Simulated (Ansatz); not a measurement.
## Electronic structure of FH5O3W in real space

Input file:

```
crystal:
  periodic: [false, false, false]
  atoms:
    - { symbol: W, position_ang: [0.274439, 0.01742, 0.035672] }
    - { symbol: F, position_ang: [0.744313, -0.541553, 1.76755] }
    - { symbol: H, position_ang: [1.784066, 0.7367, 0.420211] }
    - { symbol: O, position_ang: [-0.294383, 1.725533, -0.701002] }
    - { symbol: H, position_ang: [-1.054294, 2.145363, -0.252967] }
    - { symbol: H, position_ang: [-1.168658, 0.428894, 0.8821] }
    - { symbol: O, position_ang: [-0.36778, -1.781274, -0.085746] }
    - { symbol: H, position_ang: [-0.211756, -2.354491, 0.69271] }
    - { symbol: O, position_ang: [0.879059, -0.146355, -1.762474] }
    - { symbol: H, position_ang: [0.629692, 0.562163, -2.391354] }
basis:
  gaussian: { orbitals: def2-SVP }
hamiltonian:
  xc: pbe
relax:
  f_tol: 0.03
  max_steps: 50
output:
  orbitals: {}
```

Command:

```sh
ansatz run input.yaml --threads 2 --pin off --max-ram 3072MiB --backend cpu --events-out ev --progress --plain --runs-dir out
```

The fields are those of the run's last geometry, not of the input's.

Core potentials replace the inner electrons of W.

Method: RKS PBE/def2-SVP in Ansatz 0.2.0.

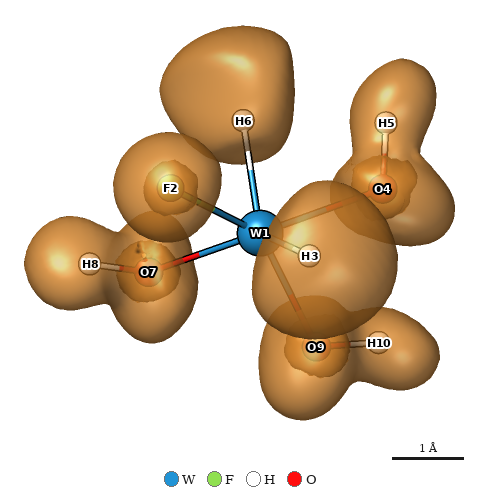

Figure 1. Isosurface of the electron localisation function at 0.75 (orange), seen at a tilt. Core shells and regions of very low density are left out.

Where are the electrons localised?

At this value the surface marks out two regions around hydrogen nuclei, one region wrapped around F (its valence shell) and three joined regions spread over several atoms (H, O), in which their bonds and any lone pairs are merged. Profiles from the grid: W–O (1.90 Å): the ELF peaks at about 0.85 in the valence shell of O, 0.5 Å from its nucleus, and drops to about 0.30 between the two atoms. W–F (1.92 Å): the ELF peaks at about 0.80 in the valence shell of F, 0.5 Å from its nucleus, and drops to about 0.25 between the two atoms.

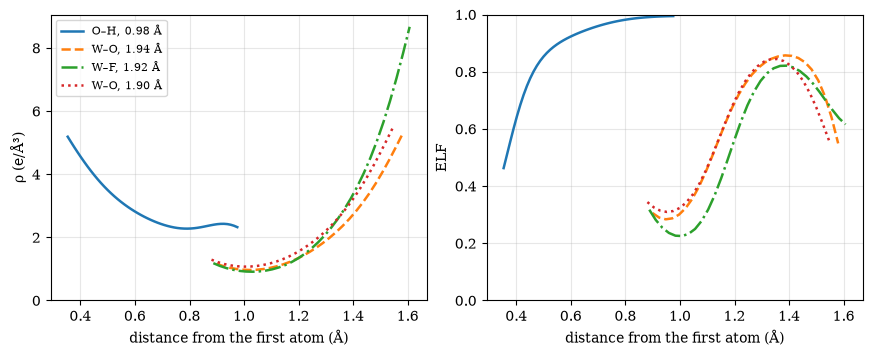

Figure 2. Electron density and ELF along straight lines between neighbouring atoms. The curves leave out the atomic cores.

Compare the contacts.

O–H (0.98 Å): the density is about 3.6 e/Å³ at the midpoint; the ELF climbs to about 1 towards the hydrogen, as it does in any bond to H (a covalent bond by its length).
W–O (1.94 Å): the density is about 1 e/Å³ at the midpoint; the ELF peaks at about 0.85 in the valence shell of O, 0.6 Å from its nucleus, and drops to about 0.30 between the two atoms.
W–F (1.92 Å): ρ at the midpoint is about 0.97 e/Å³; the ELF peaks at about 0.80 in the valence shell of F, 0.5 Å from its nucleus, and drops to about 0.25 between the two atoms.
W–O (1.90 Å): ρ at the midpoint is about 1.1 e/Å³; the ELF peaks at about 0.85 in the valence shell of O, 0.5 Å from its nucleus, and drops to about 0.30 between the two atoms.

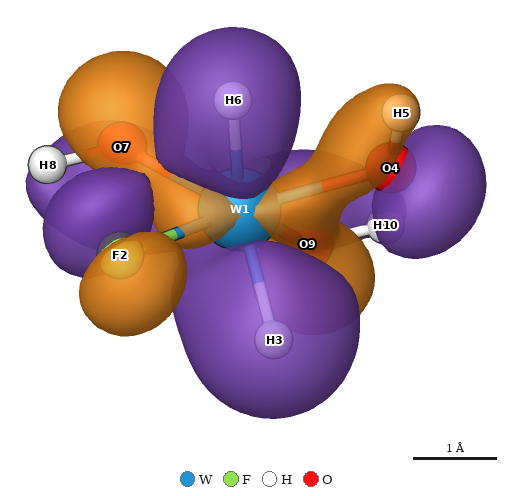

Figure 3. The HOMO−1 at ±0.08 Å⁻³ᐟ² (orange and purple are the two phases), seen from one side.

Describe this orbital and give its energy.

By Hirshfeld shares it lies mainly on W1 (about 20 %), O7 (about 20 %), O9 (about 15 %), F2 (about 10 %), H3 (about 10 %) and O4 (about 10 %). Its energy is −7.64 eV.
